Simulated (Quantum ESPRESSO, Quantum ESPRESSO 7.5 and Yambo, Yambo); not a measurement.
# KBr (Fm-3m): G0W0 with Yambo, start to end

Wanted: ground state, empty states, screening and self-energy for KBr (Fm-3m).

Main program and level: Quantum ESPRESSO 7.5 and Yambo 5.3.0; PBE and many-body steps on it, plane waves.

## 1. Set-up

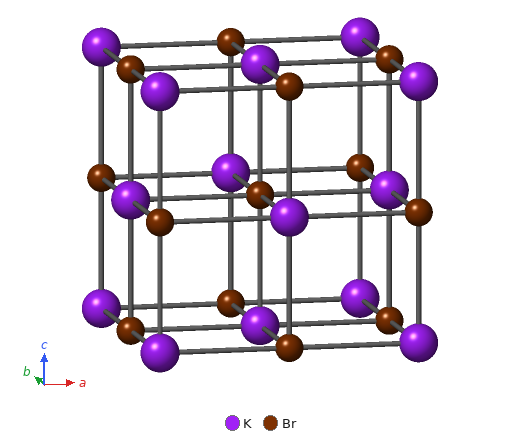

The starting structure, seen slightly off an axis (potassium purple, bromine brown). This picture shows the conventional cell, with its axes. Some periodic images of atoms are drawn too.

The cell and positions come from the Crystallography Open Database and are kept as given unless a step says otherwise.

## 2. Ground state

This step: Quantum ESPRESSO 7.5; DFT, PBE with spin-orbit coupling, plane waves, norm-conserving pseudopotentials.

The ground-state density comes first.

Contents of pw.in:

```
&control
  calculation = 'scf'
  prefix = 'x'
  outdir = 'o'
  pseudo_dir = 'pseudo'
/
&system
  ibrav = 0
  nat = 2
  ntyp = 2
  ecutwfc = 76.0
  nbnd = 36
  force_symmorphic = .true.
  noncolin = .true.
  lspinorb = .true.
/
&electrons
  conv_thr = 1e-10
  electron_maxstep = 80
  mixing_beta = 0.5
/
ATOMIC_SPECIES
  K 39.098 K.upf
  Br 79.904 Br.upf
CELL_PARAMETERS angstrom
  0.0000000000 3.3000000000 3.3000000000
  3.3000000000 0.0000000000 3.3000000000
  3.3000000000 3.3000000000 0.0000000000
ATOMIC_POSITIONS crystal
  K 0.0000000000 0.0000000000 0.0000000000
  Br 0.5000000000 0.5000000000 0.5000000000
K_POINTS automatic
  6 6 6 0 0 0
```

Run with:

```
OMP_NUM_THREADS=1 mpirun -n 4 pw.x -nk 4 -in pw.in > pw.out
```

The log of the run:

```text
Program PWSCF v.7.5 starts

     This program is part of the open-source Quantum ESPRESSO suite
     for quantum simulation of materials; please cite
         "P. Giannozzi et al., J. Phys.:Condens. Matter 21 395502 (2009);
         "P. Giannozzi et al., J. Phys.:Condens. Matter 29 465901 (2017);
         "P. Giannozzi et al., J. Chem. Phys. 152 154105 (2020);
     in publications or presentations arising from this work. More details at
     Message from routine setup:
     using ibrav=0 with symmetry is DISCOURAGED, use correct ibrav instead

     G-vector sticks info

     bravais-lattice index     =            0
     lattice parameter (alat)  =       8.8192  a.u.
     unit-cell volume          =     485.0298 (a.u.)^3
     number of atoms/cell      =            2
     number of atomic types    =            2
     number of electrons       =        26.00
     number of Kohn-Sham states=           36
     kinetic-energy cutoff     =      76.0000  Ry
     charge density cutoff     =     304.0000  Ry
     scf convergence threshold =      1.0E-10
     mixing beta               =       0.5000
     number of iterations used =            8  plain     mixing
     Exchange-correlation= PBE
                           (   1   4   3   4   0   0   0)
     Non magnetic calculation with spin-orbit

     celldm(1)=   8.819172  celldm(2)=   0.000000  celldm(3)=   0.000000
     celldm(4)=   0.000000  celldm(5)=   0.000000  celldm(6)=   0.000000

     crystal axes: (cart. coord. in units of alat)
               a(1) = (   0.000000   0.707107   0.707107 )
               a(2) = (   0.707107   0.000000   0.707107 )
               a(3) = (   0.707107   0.707107   0.000000 )

     reciprocal axes: (cart. coord. in units 2 pi/alat)
               b(1) = ( -0.707107  0.707107  0.707107 )
               b(2) = (  0.707107 -0.707107  0.707107 )
               b(3) = (  0.707107  0.707107 -0.707107 )
     Pseudo is Norm-conserving + core correction, Zval =  9.0
     Generated using ONCVPSP code by D. R. Hamann
     Using radial grid of 2222 points, 10 beta functions with:
     Pseudo is Norm-conserving + core correction, Zval = 17.0
     Generated using ONCVPSP code by D. R. Hamann
     Using radial grid of 1110 points, 10 beta functions with:
     K                 9.00    39.09800     K ( 1.00)
     Br               17.00    79.90400     Br( 1.00)

     48 Sym. Ops., with inversion, found

   Cartesian axes

     site n.     atom                  positions (alat units)
         1        K      tau(   1) = (   0.0000000   0.0000000   0.0000000  )
         2        Br     tau(   2) = (   0.7071068   0.7071068   0.7071068  )

     number of k points=    16
                       cart. coord. in units 2pi/alat
        k(    1) = (   0.0000000   0.0000000   0.0000000), wk =   0.0046296
        k(    2) = (   0.1178511   0.1178511  -0.1178511), wk =   0.0370370
        k(    3) = (   0.2357023   0.2357023  -0.2357023), wk =   0.0370370
        k(    4) = (  -0.3535534  -0.3535534   0.3535534), wk =   0.0185185
        k(    5) = (   0.2357023   0.0000000  -0.0000000), wk =   0.0277778
        k(    6) = (   0.3535534   0.1178511  -0.1178511), wk =   0.1111111
        k(    7) = (  -0.2357023  -0.4714045   0.4714045), wk =   0.1111111
        k(    8) = (  -0.1178511  -0.3535534   0.3535534), wk =   0.1111111
        k(    9) = (   0.0000000  -0.2357023   0.2357023), wk =   0.0555556
        k(   10) = (   0.4714045   0.0000000  -0.0000000), wk =   0.0277778
     [... 4 further rows ...]
        k(   15) = (  -0.1178511  -0.3535534   0.5892557), wk =   0.1111111
        k(   16) = (  -0.7071068   0.2357023   0.0000000), wk =   0.0555556

     Dense  grid:    43599 G-vectors     FFT dimensions: (  50,  50,  50)

     Initial potential from superposition of free atoms

     starting charge      25.9807, renormalised to      26.0000
     Starting wfcs are   28 randomized atomic wfcs +    8 random wfcs

     per-process dynamical memory:    83.0 Mb

     Self-consistent Calculation

     iteration #  1     ecut=    76.00 Ry     beta= 0.50

     Threshold (ethr) on eigenvalues was too large:
     Diagonalizing with lowered threshold

     total energy              =    -331.05987481 Ry
     estimated scf accuracy    <       0.04164950 Ry

     iteration #  2     ecut=    76.00 Ry     beta= 0.50

     total energy              =    -331.06776692 Ry
     estimated scf accuracy    <       0.00243522 Ry

     iteration #  3     ecut=    76.00 Ry     beta= 0.50

     total energy              =    -331.06827309 Ry
     estimated scf accuracy    <       0.00053748 Ry

     iteration #  4     ecut=    76.00 Ry     beta= 0.50

     total energy              =    -331.06835803 Ry
     estimated scf accuracy    <       0.00002023 Ry

     iteration #  5     ecut=    76.00 Ry     beta= 0.50

     total energy              =    -331.06836553 Ry
     estimated scf accuracy    <       0.00000454 Ry

     iteration #  6     ecut=    76.00 Ry     beta= 0.50

     total energy              =    -331.06836671 Ry
     estimated scf accuracy    <       0.00000002 Ry

     iteration #  7     ecut=    76.00 Ry     beta= 0.50

     total energy              =    -331.06836675 Ry
     estimated scf accuracy    <          2.2E-09 Ry

     iteration #  8     ecut=    76.00 Ry     beta= 0.50

     total energy              =    -331.06836675 Ry
     estimated scf accuracy    <          4.0E-10 Ry

     iteration #  9     ecut=    76.00 Ry     beta= 0.50

     total energy              =    -331.06836675 Ry
     estimated scf accuracy    <          1.1E-10 Ry

     iteration # 10     ecut=    76.00 Ry     beta= 0.50

     End of self-consistent calculation

          k = 0.0000 0.0000 0.0000 (  5521 PWs)   bands (ev):

   -56.7197 -56.7197 -56.7197 -56.7197 -55.6354 -55.6354 -55.6354 -55.6354
   -55.6341 -55.6341 -25.6870 -25.6870 -10.2031 -10.2031  -9.3430  -9.3430
    -9.0771  -9.0771  -9.0771  -9.0771   1.7535   1.7535   2.2483   2.2483
     2.2483   2.2483   6.5234   6.5234   9.6926   9.6926   9.6926   9.6926
     9.6981   9.6981  10.5133  10.5133

          k = 0.1179 0.1179-0.1179 (  5444 PWs)   bands (ev):

   -56.7197 -56.7197 -56.7197 -56.7197 -55.6354 -55.6354 -55.6354 -55.6354
   -55.6341 -55.6341 -25.6856 -25.6856 -10.2551 -10.2551  -9.3209  -9.3209
    -9.0786  -9.0786  -9.0311  -9.0311   1.5506   1.5506   2.0006   2.0006
     2.1560   2.1560   7.1795   7.1795   9.5543   9.5543  10.0167  10.0167
    10.0180  10.0180  10.8625  10.8629

          k = 0.2357 0.2357-0.2357 (  5429 PWs)   bands (ev):

   -56.7197 -56.7197 -56.7197 -56.7197 -55.6354 -55.6354 -55.6354 -55.6354
   -55.6341 -55.6341 -25.6828 -25.6828 -10.3437 -10.3437  -9.2981  -9.2981
    -9.0814  -9.0814  -8.9323  -8.9323   1.0804   1.0804   1.7385   1.7385
     1.9831   1.9831   8.2871   8.2871   9.8058   9.8058  10.8777  10.8777
    10.8807  10.8807  11.7427  11.7438

          k =-0.3536-0.3536 0.3536 (  5444 PWs)   bands (ev):

     [... further k-points ...]

     highest occupied, lowest unoccupied level (ev):     2.2483    6.5234

!    total energy              =    -331.06836675 Ry
     estimated scf accuracy    <          4.5E-12 Ry

     The total energy is the sum of the following terms:
     one-electron contribution =    -219.63960740 Ry
     hartree contribution      =     108.72346078 Ry
     xc contribution           =     -57.40158565 Ry
     ewald contribution        =    -162.75063449 Ry

     convergence has been achieved in  10 iterations

     XML data file, charge density, pseudopotentials, collected wavefunctions

=------------------------------------------------------------------------------=
   JOB DONE.
=------------------------------------------------------------------------------=
```

Run time: 41 s. Hardware: 4 MPI ranks of Arm Neoverse V1, shared host; peak memory 0.62 GiB; 2.7 min of CPU time.

Numbers from this step:

```yaml
total_energy: -4504.4146 eV
gap: 4.275 eV
k_of_the_valence_top: 0, 0, 0
k_of_the_conduction_bottom: 0, 0, 0
least_direct_gap: 4.275 eV
```

The gap is direct, at Γ.

## 3. Bands along the symmetry lines

The cheap functional maps the bands first; the places of the edges decide which points the dearer methods must see.

Contents of pw.in:

```
&control
  calculation = 'bands'
  prefix = 'x'
  outdir = 'o'
  pseudo_dir = 'pseudo'
/
&system
  ibrav = 0
  nat = 2
  ntyp = 2
  ecutwfc = 76.0
  nbnd = 38
  force_symmorphic = .true.
  noncolin = .true.
  lspinorb = .true.
/
&electrons
  conv_thr = 1e-9
  electron_maxstep = 80
  diago_full_acc = .true.
  diago_thr_init = 5e-6
/
ATOMIC_SPECIES
  K 39.098 K.upf
  Br 79.904 Br.upf
CELL_PARAMETERS angstrom
  0.0000000000 3.3000000000 3.3000000000
  3.3000000000 0.0000000000 3.3000000000
  3.3000000000 3.3000000000 0.0000000000
ATOMIC_POSITIONS crystal
  K 0.0000000000 0.0000000000 0.0000000000
  Br 0.5000000000 0.5000000000 0.5000000000
K_POINTS crystal
  50
  0.00000000 0.00000000 0.00000000 1
  0.06250000 0.00000000 0.06250000 1
  0.12500000 0.00000000 0.12500000 1
  0.18750000 0.00000000 0.18750000 1
  0.25000000 0.00000000 0.25000000 1
  0.31250000 0.00000000 0.31250000 1
  0.37500000 0.00000000 0.37500000 1
  0.43750000 0.00000000 0.43750000 1
  0.50000000 0.00000000 0.50000000 1
  0.51562500 0.03125000 0.51562500 1
  0.53125000 0.06250000 0.53125000 1
  0.54687500 0.09375000 0.54687500 1
  0.56250000 0.12500000 0.56250000 1
  0.57812500 0.15625000 0.57812500 1
  0.59375000 0.18750000 0.59375000 1
  0.60937500 0.21875000 0.60937500 1
  0.62500000 0.25000000 0.62500000 1
  0.37500000 0.37500000 0.75000000 1
  0.32812500 0.32812500 0.65625000 1
  0.28125000 0.28125000 0.56250000 1
  0.23437500 0.23437500 0.46875000 1
  0.18750000 0.18750000 0.37500000 1
  0.14062500 0.14062500 0.28125000 1
  0.09375000 0.09375000 0.18750000 1
  0.04687500 0.04687500 0.09375000 1
  0.00000000 0.00000000 0.00000000 1
  0.06250000 0.06250000 0.06250000 1
  0.12500000 0.12500000 0.12500000 1
  0.18750000 0.18750000 0.18750000 1
  0.25000000 0.25000000 0.25000000 1
  0.31250000 0.31250000 0.31250000 1
  0.37500000 0.37500000 0.37500000 1
  0.43750000 0.43750000 0.43750000 1
  0.50000000 0.50000000 0.50000000 1
  0.50000000 0.46875000 0.53125000 1
  0.50000000 0.43750000 0.56250000 1
  0.50000000 0.40625000 0.59375000 1
  0.50000000 0.37500000 0.62500000 1
  0.50000000 0.34375000 0.65625000 1
  0.50000000 0.31250000 0.68750000 1
  0.50000000 0.28125000 0.71875000 1
  0.50000000 0.25000000 0.75000000 1
  0.50000000 0.21875000 0.71875000 1
  0.50000000 0.18750000 0.68750000 1
  0.50000000 0.15625000 0.65625000 1
  0.50000000 0.12500000 0.62500000 1
  0.50000000 0.09375000 0.59375000 1
  0.50000000 0.06250000 0.56250000 1
  0.50000000 0.03125000 0.53125000 1
  0.50000000 0.00000000 0.50000000 1
```

The log of the run:

```text
[banner, memory and clock lines left out]
Program PWSCF v.7.5 starts

     Atomic positions and unit cell read from directory:
     o/x.save/

     Message from routine setup:
     using ibrav=0 with symmetry is DISCOURAGED, use correct ibrav instead

     G-vector sticks info

     bravais-lattice index     =            0
     lattice parameter (alat)  =       8.8192  a.u.
     unit-cell volume          =     485.0298 (a.u.)^3
     number of atoms/cell      =            2
     number of atomic types    =            2
     number of electrons       =        26.00
     number of Kohn-Sham states=           38
     kinetic-energy cutoff     =      76.0000  Ry
     charge density cutoff     =     304.0000  Ry
     Exchange-correlation= PBE
                           (   1   4   3   4   0   0   0)
     Non magnetic calculation with spin-orbit

     celldm(1)=   8.819172  celldm(2)=   0.000000  celldm(3)=   0.000000
     celldm(4)=   0.000000  celldm(5)=   0.000000  celldm(6)=   0.000000

     crystal axes: (cart. coord. in units of alat)
               a(1) = (   0.000000   0.707107   0.707107 )
               a(2) = (   0.707107   0.000000   0.707107 )
               a(3) = (   0.707107   0.707107   0.000000 )

     reciprocal axes: (cart. coord. in units 2 pi/alat)
               b(1) = ( -0.707107  0.707107  0.707107 )
               b(2) = (  0.707107 -0.707107  0.707107 )
               b(3) = (  0.707107  0.707107 -0.707107 )
     Pseudo is Norm-conserving + core correction, Zval =  9.0
     Generated using ONCVPSP code by D. R. Hamann
     Using radial grid of 2222 points, 10 beta functions with:
     Pseudo is Norm-conserving + core correction, Zval = 17.0
     Generated using ONCVPSP code by D. R. Hamann
     Using radial grid of 1110 points, 10 beta functions with:
     K                 9.00    39.09800     K ( 1.00)
     Br               17.00    79.90400     Br( 1.00)

     48 Sym. Ops., with inversion, found

   Cartesian axes

     site n.     atom                  positions (alat units)
         1        K      tau(   1) = (   0.0000000   0.0000000   0.0000000  )
         2        Br     tau(   2) = (   0.7071068   0.7071068   0.7071068  )

     number of k points=    50
                       cart. coord. in units 2pi/alat
        k(    1) = (   0.0000000   0.0000000   0.0000000), wk =   0.0200000
        k(    2) = (   0.0000000   0.0883883   0.0000000), wk =   0.0200000
        k(    3) = (   0.0000000   0.1767767   0.0000000), wk =   0.0200000
[...]
[... 38 further rows ...]
        k(   49) = (   0.0441942   0.7071068   0.0000000), wk =   0.0200000
        k(   50) = (   0.0000000   0.7071068   0.0000000), wk =   0.0200000

     Dense  grid:    43599 G-vectors     FFT dimensions: (  50,  50,  50)

     The potential is recalculated from file :
     o/x.save/charge-density

     Starting wfcs are   28 randomized atomic wfcs +   10 random wfcs

     Band Structure Calculation

     End of band structure calculation

          k = 0.0000 0.0000 0.0000 (  5521 PWs)   bands (ev):

   -56.7196 -56.7196 -56.7196 -56.7196 -55.6354 -55.6354 -55.6354 -55.6354
   -55.6341 -55.6341 -25.6870 -25.6870 -10.2031 -10.2031  -9.3430  -9.3430
    -9.0771  -9.0771  -9.0771  -9.0771   1.7535   1.7536   2.2484   2.2484
[...]
9.6981   9.6981  10.5133  10.5133  10.5133  10.5133

          k = 0.0000 0.0884 0.0000 (  5433 PWs)   bands (ev):

[...]
9.7964   9.7965  10.5423  10.5423  10.6194  10.6194

          k = 0.0000 0.1768 0.0000 (  5425 PWs)   bands (ev):

[...]
10.0890  10.0890  10.6269  10.6269  10.9186  10.9186

          k =-0.0000 0.2652 0.0000 (  5413 PWs)   bands (ev):

[...]
k = 0.0000 0.4419-0.0000 (  5437 PWs)   bands (ev):

[...]
k =-0.0000 0.5303 0.0000 (  5446 PWs)   bands (ev):

[...]
k = 0.0000 0.6187-0.0000 (  5430 PWs)   bands (ev):

[...]
k = 0.4640 0.4640-0.0000 (  5404 PWs)   bands (ev):

[...]
k = 0.3315 0.3315-0.0000 (  5416 PWs)   bands (ev):

[...]
k = 0.3094 0.7071-0.0000 (  5428 PWs)   bands (ev):

[...]
k = 0.2210 0.7071-0.0000 (  5428 PWs)   bands (ev):

[...]
k = 0.1768 0.7071-0.0000 (  5418 PWs)   bands (ev):

[...]
k = 0.0442 0.7071 0.0000 (  5432 PWs)   bands (ev):

[...]
11.5277  11.5277  11.7243  11.7243  12.8282  12.8321

          k = 0.0000 0.7071 0.0000 (  5434 PWs)   bands (ev):

[...]
-9.1491  -9.1491  -9.1137  -9.1137   1.1887   1.1887   1.7257   1.7257
     1.9531   1.9531   7.9563   7.9563   9.2904   9.2904  11.4407  11.4407
    11.5895  11.5895  11.7420  11.7420  12.7986  12.8008

     XML data file, pseudopotentials, collected wavefunctions
```

The job ended after 43 s (4 MPI ranks; peak memory 0.42 GiB).

This step gave:

```
gap                        : 4.275 eV
k of the valence top       : 0, 0, 0
k of the conduction bottom : 0, 0, 0
least direct gap           : 4.275 eV
```

The gap is 4.275 eV, as in the run before at this level.

The electronic bands at the labelled points (eV, zero at the top of the highest filled band):

```tsv
point	band 23	band 24	band 25	band 26	band 27	band 28	band 29	band 30
Γ	0.00	0.00	0.00	0.00	4.28	4.28	7.44	7.44
X	-0.52	-0.52	-0.30	-0.30	5.71	5.71	7.04	7.04
U	-0.70	-0.70	-0.42	-0.42	6.43	6.43	8.00	8.00
jump to K	-0.70	-0.70	-0.42	-0.42	6.43	6.43	8.00	8.00
Γ	0.00	0.00	0.00	0.00	4.28	4.28	7.44	7.44
L	-0.60	-0.60	-0.35	-0.35	6.43	6.43	8.07	8.07
W	-0.62	-0.62	-0.57	-0.57	7.20	7.20	7.25	7.25
X	-0.52	-0.52	-0.30	-0.30	5.71	5.71	7.04	7.04
```

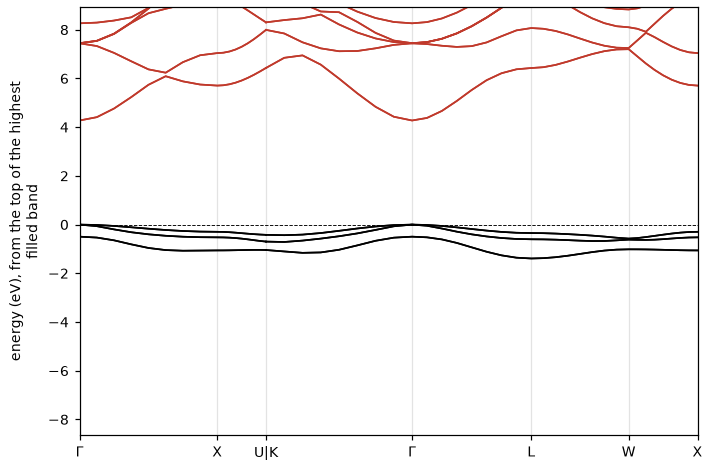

Electronic bands along the path; lines of filled and empty bands in two colours.

(Part 1 of 2 ends here.)

[Paths, hosts, dates, memory and timing lines, banners, echoed tables and standing remarks are left out of the program output.]

[Logs are printed without paths, hosts, clocks, repeated set-up lines and the standing remarks that a program may print on its own settings, such as how far it seeks lower states.]

[Runs of the session that timed out or met a known fault of the program may be left out.]

[Hosts, paths, dates, database ids (printed as entryN), source tags and the programs' standing remarks are cut or masked in the printed files.]
